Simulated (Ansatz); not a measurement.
# SbHF (SMILES [F][SbH]) at UPBE/STO-3G

Aim: the electronic atomisation energy of SbHF at UPBE/STO-3G, from 4 runs. 

The results are computed with Ansatz 0.2.0.

59 further runs of the same task are left out: 7 that didn't finish, 52 set aside as unsound or not needed.

## Step 1: The molecule

The species is SbHF (3 atoms), meant as a doublet with charge 0. As SMILES, `[F][SbH]`. The shape is that of a PBE0-D4/def2-TZVP optimisation.

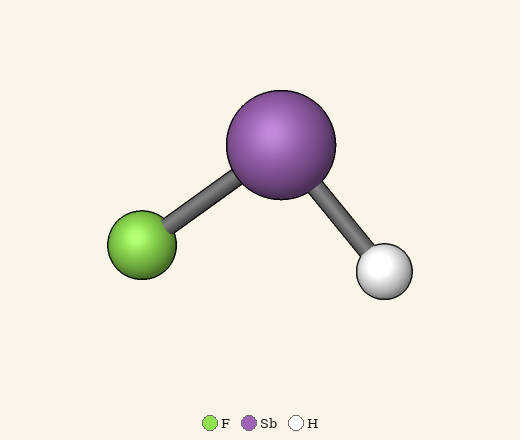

The structure, seen from a chosen angle (fluorine green, antimony purple, hydrogen white).

## Step 2: The energy at UPBE/STO-3G

Contents of molecule.yaml:

```yaml
crystal:
  periodic: [false, false, false]
  atoms:
    - {symbol: F, position_ang: [-0.826200, 1.100300, -0.341200]}
    - {symbol: Sb, position_ang: [-0.323800, -0.751300, -0.255900]}
    - {symbol: H, position_ang: [1.139000, -0.413700, 0.583800]}
basis:
  gaussian:
    orbitals: STO-3G
magnetization:
  spin_polarized: true
  initial_magnetization: 1
hamiltonian:
  xc: pbe
accuracy: high
```

Started as:

```console
$ ansatz run molecule.yaml --threads 1 --pin off --max-ram 2610MiB --events-out events.jsonl --progress --plain --runs-dir runs
```

The log of the run:

```text
Warning: RAYON_NUM_THREADS=1 ignored (pool sized by the plan → 1); use --threads N
Functional definition: PBE
  name "PBE"
  parameter kappa = 0.804
  parameter beta = 0.06672455060314922
  exchange = pbe_x(kappa = kappa, mu = beta*pi^2/3)
  correlation = pbe_c(beta = beta)
402 factors; integrals over basis functions are off by at most 4.1e-9 eV
mean field evaluation 1: about -172837.5348 eV, gradient 3.3e0 eV
mean field evaluation 2: about -172837.5904 eV, gradient 2.6e0 eV
mean field evaluation 4: about -172837.6527 eV, gradient 6.0e-1 eV
mean field evaluation 8: about -172837.6155 eV, gradient 2.0e-3 eV
mean field evaluation 16: about -172837.6155 eV, gradient 2.0e-7 eV
mean field -172837.61549332 eV, -6351.6652158358 hartree, gradient 1.7e-8 eV, S^2 0.750715; 0 other end points of the search recorded, 0 dependent functions left out
reference -172837.61549478 eV, -6351.6652158896 hartree; 31, 30 occupied and 2, 3 virtual orbitals, 402 factors
Total energy: -172837.61549478 eV, -6351.6652158896 hartree
```

It took 2.2 s on 1 thread of Arm Neoverse V2, shared host; peak memory 0.12 GiB.

## Step 3: The F atom at the same level

Contents of in.yaml:

```yaml
crystal:
  periodic: [false, false, false]
  atoms:
    - {symbol: F, position_ang: [0.000000, 0.000000, 0.000000]}
basis:
  gaussian:
    orbitals: STO-3G
magnetization:
  spin_polarized: true
  initial_magnetization: 1
hamiltonian:
  xc: {name: PBE}
accuracy: high
```

Started as:

```console
$ ansatz run in.yaml --threads 1 --pin off --max-ram 2610MiB --events-out events.jsonl --progress --plain --runs-dir runs
```

The log of the run:

```text
Warning: RAYON_NUM_THREADS=1 ignored (pool sized by the plan → 1); use --threads N
[... 6 set-up lines as earlier in the session ...]
15 factors; integrals over basis functions are off by at most 1.2e-9 eV
mean field evaluation 1: about -2671.3014 eV, gradient 5.5e-12 eV
mean field evaluation 2: about -2671.3023 eV, gradient 3.7e-11 eV
mean field evaluation 4: about -2671.3022 eV, gradient 0.0e0 eV
mean field evaluation 8: about -2671.3022 eV, gradient 2.7e-2 eV
mean field evaluation 16: about -2671.3022 eV, gradient 2.3e-12 eV
mean field -2671.30230684 eV, -98.1685491027 hartree, gradient 1.4e-23 eV, S^2 0.750000; 5 other end points of the search recorded, 0 dependent functions left out
reference -2671.30230714 eV, -98.1685491137 hartree; 5, 4 occupied and 0, 1 virtual orbitals, 15 factors
Total energy: -2671.30230714 eV, -98.1685491137 hartree
```

Run time: 0.36 s. Hardware: 1 thread of Arm Neoverse V2, shared host.

## Step 4: The H atom, same level

Contents of in.yaml:

```yaml
crystal:
  periodic: [false, false, false]
  atoms:
    - symbol: H
      position_ang: [0.000000, 0.000000, 0.000000]
basis:
  gaussian: {orbitals: STO-3G}
accuracy: high
hamiltonian: {xc: pbe}
magnetization: {spin_polarized: true, initial_magnetization: 1}
```

Started as:

```console
$ ansatz run in.yaml --threads 1 --pin off --max-ram 2610MiB --events-out events.jsonl --progress --plain --runs-dir runs
```

The log of the run:

```text
Warning: RAYON_NUM_THREADS=1 ignored (pool sized by the plan → 1); use --threads N
[... 6 set-up lines as earlier in the session ...]
1 factors; integrals over basis functions are off by at most 4.6e-10 eV
mean field evaluation 1: about -12.6363 eV, gradient 0.0e0 eV
mean field evaluation 2: about -12.6363 eV, gradient 0.0e0 eV
mean field -12.63630448 eV, -0.4643756244 hartree, gradient 0.0e0 eV, S^2 0.750000; 0 other end points of the search recorded, 0 dependent functions left out
reference -12.63630558 eV, -0.4643756647 hartree; 1, 0 occupied and 0, 1 virtual orbitals, 1 factors
Total energy: -12.63630558 eV, -0.4643756647 hartree
```

Run time: 0.06 s. Hardware: 1 thread of Arm Neoverse V2, shared host.

## Step 5: The Sb atom at the same level

Contents of run.yaml:

```yaml
crystal:
  periodic: [false, false, false]
  atoms:
    - {symbol: Sb, position_ang: [0.000000, 0.000000, 0.000000]}
basis:
  gaussian:
    orbitals: STO-3G
hamiltonian:
  xc: {name: PBE}
accuracy: high
magnetization:
  spin_polarized: true
  initial_magnetization: 3
```

Run the same way, it converges to -6252.74209 Eh (log not shown).

## Step 6: What came out

At UPBE/STO-3G:

| quantity | value |
| --- | --- |
| molecule: total energy | -6351.66522 Eh |
| molecule: ⟨S²⟩ | 0.751 |
| F atom: total energy | -98.16855 Eh |
| F atom: ⟨S²⟩ | 0.750 |
| H atom: total energy | -0.46438 Eh |
| H atom: ⟨S²⟩ | 0.750 |
| Sb atom: total energy | -6252.74209 Eh |
| Sb atom: ⟨S²⟩ | 3.750 |
| electronic atomisation energy | 7.897 eV |

Taking the molecule apart into free atoms costs 7.90 eV (762 kJ/mol), before zero-point energy and without spin-orbit coupling. In a minimal basis such a difference can be off by several eV, whatever the method. Relativity is left out (molecule) although the molecule holds a heavy atom. Relativity is left out (Sb atom) although the molecule holds a heavy atom.
